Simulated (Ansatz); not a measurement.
# BClFO radical (SMILES [O]B(F)Cl): a rigid scan of the angle Cl4–B2–O1

Aim: the energy along the angle Cl4–B2–O1, from CCSD(T) and from cheaper methods, relative to the minimum. No other atom is relaxed.

Program: Ansatz 0.2.0, Gaussian basis. Level of theory: single points in def2-TZVPP. These are calculated values, not measurements.

Levels: PBE-D4, r2SCAN-D4, PBE0-D4, B3LYP-D4, wB97M-V, Hartree-Fock, MP2, CCSD, CCSD(T). The scan takes 90.2, 96.2, 102.2, 108.2, 114.2, 120.2, 126.2, 132.2, 138.2°.

Correlated methods freeze the cores. Orbitals are unrestricted. B3LYP uses VWN-RPA correlation.

19 further runs of the same task are left out: 19 set aside as unsound or not needed.

### Step 1. The starting structure

The minimum, relaxed at PBE0-D4: SMILES `[O]B(F)Cl`, 4 atoms, charge 0, spin multiplicity 2.

Atoms are counted from 1 here; the program's logs count them from 0.

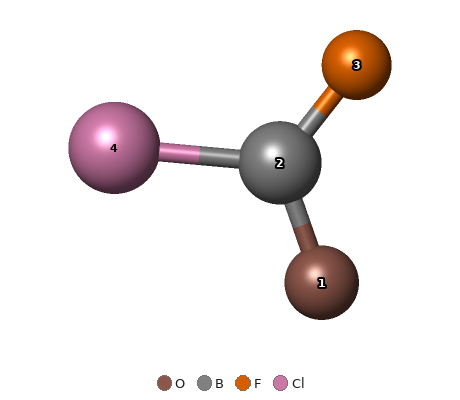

The starting geometry (oxygen brown, boron grey, fluorine orange, chlorine pink); atoms are numbered from 1 in the order of the file.

Coordinates:

```xyz
4
charge 0, multiplicity 2
O    -0.2399   -1.2574   -0.5180
B    -0.0973   -0.0060   -0.0617
F    -0.9969    0.9298   -0.2571
Cl    1.3897    0.2732    0.8165
```

Energies of the minimum (eV), from earlier single points: PBE-D4 -17956.68962, r2SCAN-D4 -17964.21536, PBE0-D4 -17957.68927, B3LYP-D4 -17968.02681, wB97M-V -17965.44595, CCSD(T) -17944.76937.

At the minimum the angle Cl4–B2–O1 is 114.2°.

### Step 2. Cl4–B2–O1 = 90.2°

Input file ccsdt-tzvpp/in.yaml:

```yaml
crystal:
  periodic: [false, false, false]
  atoms:
    - {symbol: O, position_ang: [-0.239850, -1.257377, -0.518040]}
    - {symbol: B, position_ang: [-0.097327, -0.006016, -0.061670]}
    - {symbol: F, position_ang: [-0.996910, 0.929849, -0.257113]}
    - {symbol: Cl, position_ang: [1.450312, -0.429879, 0.635161]}
basis:
  gaussian: {orbitals: def2-TZVPP}
magnetization: {spin_polarized: true, initial_magnetization: 1}
correlation: {method: ccsd_t}
scf: {omitted_lower_state_checks: [cluster_reference]}
```

No record of the launch command was kept for these runs.

The runs that follow: Cl4–B2–O1 = 96.2°; Cl4–B2–O1 = 102.2°; Cl4–B2–O1 = 108.2°; Cl4–B2–O1 = 114.2°; Cl4–B2–O1 = 120.2°; Cl4–B2–O1 = 126.2°; Cl4–B2–O1 = 132.2°; Cl4–B2–O1 = 138.2°.

Before running it: what results should come out? Wanted: highest point, CCSD(T); lowest point, CCSD(T); minimum along the scan, CCSD(T); RMS deviation from CCSD(T); largest T1 diagnostic.

As calculated:

| quantity | value |
| --- | --- |
| highest point, CCSD(T) | 0.717 eV at 138.2° |
| lowest point, CCSD(T) | 0.000 eV at 114.2° |
| minimum along the scan, CCSD(T) | 115.0° |
| curvature there | 2.27 meV/deg² |
| RMS deviation from CCSD(T) | PBE-D4 0.078, r2SCAN-D4 0.037, PBE0-D4 0.035, B3LYP-D4 0.031, wB97M-V 0.020, Hartree-Fock 0.142, MP2 0.024, CCSD 0.023 eV |
| largest T1 diagnostic | 0.024 |

In words: A polynomial through the near points puts the CCSD(T) minimum 0.8° above the PBE0-D4 value. Curvature against CCSD(T): PBE-D4 -17 %, Hartree-Fock +23 %. The curve of wB97M-V lies nearest to CCSD(T), that of Hartree-Fock farthest.
